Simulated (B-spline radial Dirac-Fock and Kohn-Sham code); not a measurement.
O²⁻, configuration [Ne], inside a Watson sphere of charge +2 and radius 1.704 Å that stands in for a crystal. The calculation used independent-particle rates on relativistic LDA orbitals of the hole state (multipoles to L = 3), energies from Dirac–Fock ΔSCF (a B-spline radial atomic code).

A figure with this caption is to be made: «X-ray emission lines that fill a K (1s) hole, as sticks.» What will it show?

The strongest line is K-L3 (Kα1) at 526.2 eV with 66.6 % of the photons, then K-L2 (Kα2) at 526.2 eV (33 %). The hole has a width of 0.164 eV and a fluorescence yield of 0.00732.

The computed plot:

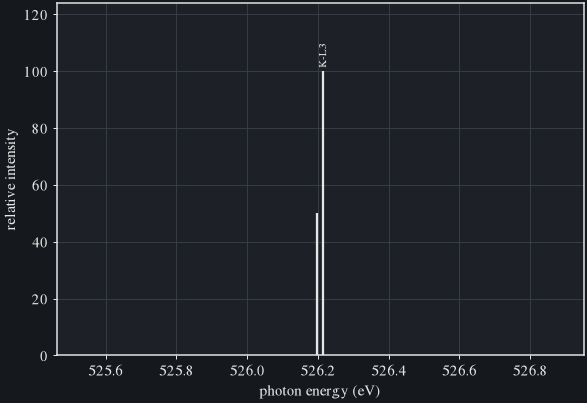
